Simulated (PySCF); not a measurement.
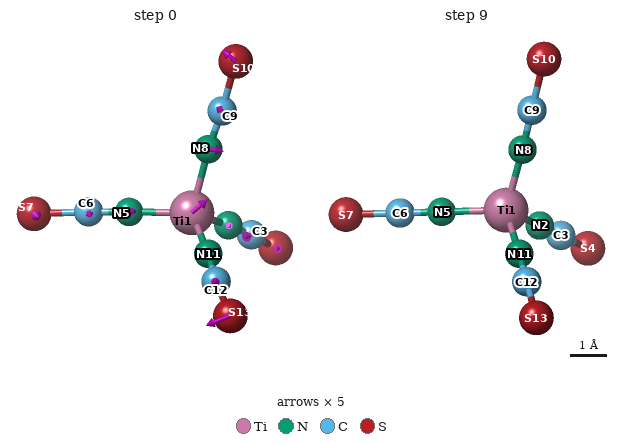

The structure of TiC₄N₄S₄ before (left) and after (right) a relaxation, at one scale. The purple arrows give the displacements, magnified 5 times.

The picture is a ball-and-stick view, seen from a free direction.

The start comes from GFN2-xTB. Its atoms were then displaced at random by about 0.03 Å.

All numbers below come from PBE0-D3(BJ)/def2-SVP geometry optimisation, gas phase (PySCF 2.14.0, density-fitted response routines). 

Describe what moved and what it gained.

The largest move after the best rigid fit is that of S13, 0.15 Å. By element the largest moves are S 0.15 Å, Ti 0.12 Å, C 0.12 Å, N 0.09 Å. Some distances before and after: Ti1–N8 1.957 → 1.871 Å, Ti1–N5 1.815 → 1.870 Å, N11–C12 1.170 → 1.207 Å, C12–S13 1.603 → 1.567 Å. Bond angles that change, for instance: N2–C3–S4 172.0° → 179.8°, N8–C9–S10 174.8° → 179.8°, N2–Ti1–N5 113.9° → 109.1°. Over 9 geometry steps the energy falls by 39.8 kJ/mol.
